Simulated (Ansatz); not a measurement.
# Scan of one atom of the cell for ZnS (zinc blende)

ZnS (zinc blende)

```
ZnS
1.0
    0.00000     5.44344     5.44344
    2.72172     0.00000     2.72172
    2.72172     2.72172     0.00000
S Zn
2 2
Cartesian
  4.08258   4.08258   4.08258
  4.08258   6.80430   6.80430
  0.00000   0.00000   0.00000
  0.00000   2.72172   2.72172
```

In this cell atom 4 (Zn, nearest neighbour S at 2.357 Å; its periodic images, 3.8 Å or more away, move with it) is moved by s along Cartesian z, unit vector (0.000, 0.000, 1.000); all other atoms and the cell stay fixed.

All values below come from PBE (plane waves to 420 eV, PAW, scalar-relativistic; Ansatz, a first-principles code). k mesh 4×8×8 (Γ-centred), Fermi-Dirac smearing 0.05 eV. E stands for the smeared free energy. Stress and pressure are positive under compression. ZnS was relaxed with its symmetry unable to fall. The zero of ΔE is the undisplaced structure.

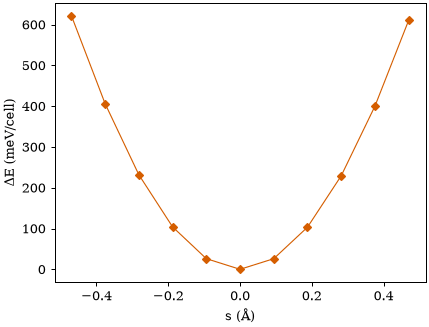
ΔE (meV/cell) against s (Å); markers are the computed points, lines only join them.

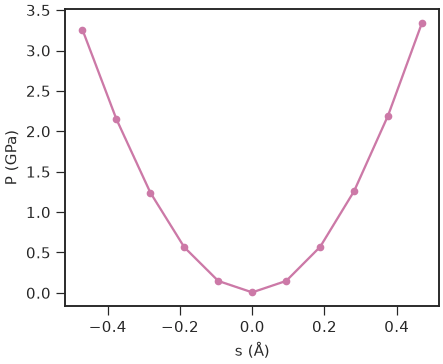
Figure: P (GPa) against s (Å); one marker a computed point.

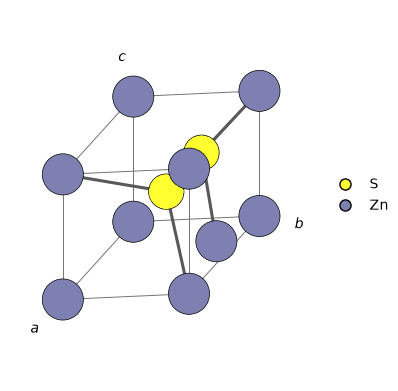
*The cell of the calculation at s = -0.470 Å.*

The force along the line at s = -0.470 Å is 2.49 eV/Å. The force constant k = d²E/ds² at s = 0 (finite differences) is 5.92 eV/Å² and the energy at s = 0.470 Å comes out as 611 meV/cell. Shape of the curve: a single well with its minimum at or next to zero displacement. Harmonic estimate at the end of the scan: ½ks² = 654 meV/cell against the computed 611 meV/cell, so the well is softer than harmonic there.

The forces along the line at the two nearest points give (0.556 − (-0.553)) / (2·0.094) = 5.90 eV/Å²; the next pair corrects for the finite step.

(A displaced cell: forces are minus the slopes of the energy, force constants its curvatures, and phonons follow from these.)
